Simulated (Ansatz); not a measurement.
**A computed series for CdTe: pressure series**

Base system: CdTe in the zinc blende structure (space group F-43m, No. 216; a = 6.5576 Å).

Cell and atoms are relaxed at each pressure.

Method: r2SCAN (Ansatz, an electronic-structure program, PAW, no SOC).

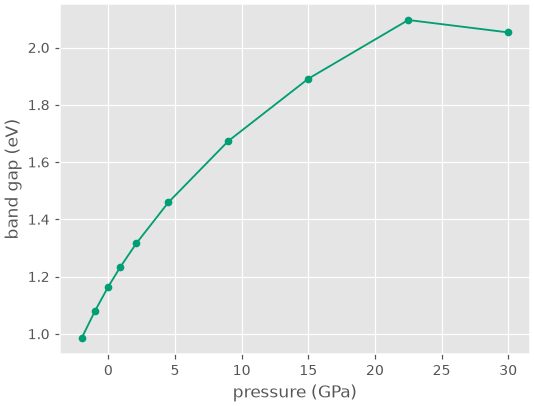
Band gap against pressure

### Question
From the plot, what is the band gap for pressure 15 GPa?

### Answer
About 1.89 eV.

### Question
Is the trend monotonic over the range shown?

### Answer
No, it turns within the range, spanning 0.99 eV to 2.10 eV.

Spin-orbit coupling, missing from the scalar runs, can matter with Te. Load acts through the strain it causes; cell and atoms are relaxed under it. Whether these cells are dynamically stable was not tested. Measured, CdTe leaves this structure (for cinnabar) near 3.53 GPa (temperature not stated; as listed in Datta, Sujoy, Jana, Debnarayan, arXiv (2020)), on rising pressure, with hysteresis.
